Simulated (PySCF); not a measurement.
# C5H3F3: the cost of one run

Programs: PySCF 2.14.0, with density-fitted response routines of our own. Each step states its level of theory. These are calculated values for one molecule in the gas phase, unless marked as measured. Atoms count from 0, in the outputs and in this text.

### Step 1. The starting structure

11 atoms, charge 0, multiplicity 1; geometry from: GFN2-xTB. The atoms were then displaced at random by about 0.01 Å, so the start is not that level's minimum.

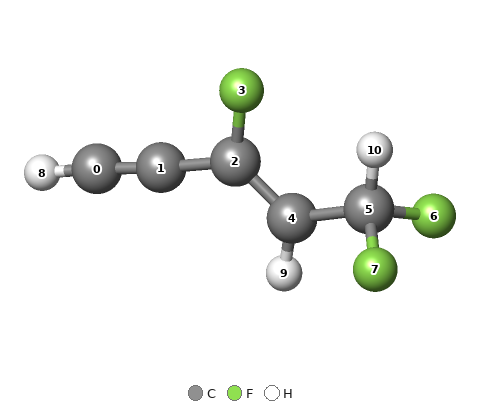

As it starts; carbon grey, fluorine green, hydrogen white, atoms numbered.

### Step 2. Relaxing the molecule at PBE0-D3(BJ)/def2-SVP

What the job is given:

```
{"job": {"xc": "PBE0", "basis": "def2-SVP", "d3": "d3bj", "grid": 1, "shake": 0.01, "kind": "geom"}, "charge": 0, "multiplicity": 1}
C      3.090910     0.111370     0.261560
C      1.884840     0.091430     0.473070
C      0.496450     0.050450     0.794050
F      0.283970     0.124020     2.117170
C     -0.474120    -0.054660    -0.096190
C     -1.919380    -0.086060     0.293380
F     -2.487550    -1.230390    -0.166550
F     -2.577570     0.936550    -0.294890
H      4.093580     0.175460     0.052060
H     -0.252600    -0.104720    -1.128840
H     -2.100430    -0.039280     1.389090
```

Launch:

```bash
$ OMP_NUM_THREADS=1 python probes_run.py task.json out
```

One launch serves the whole session: the jobs run in the order shown.

**Question.** How long does this first job take on 1 thread of Arm Neoverse V2, shared host, and how much memory does it need?

About 52 s, with a peak of 0.51 GiB.
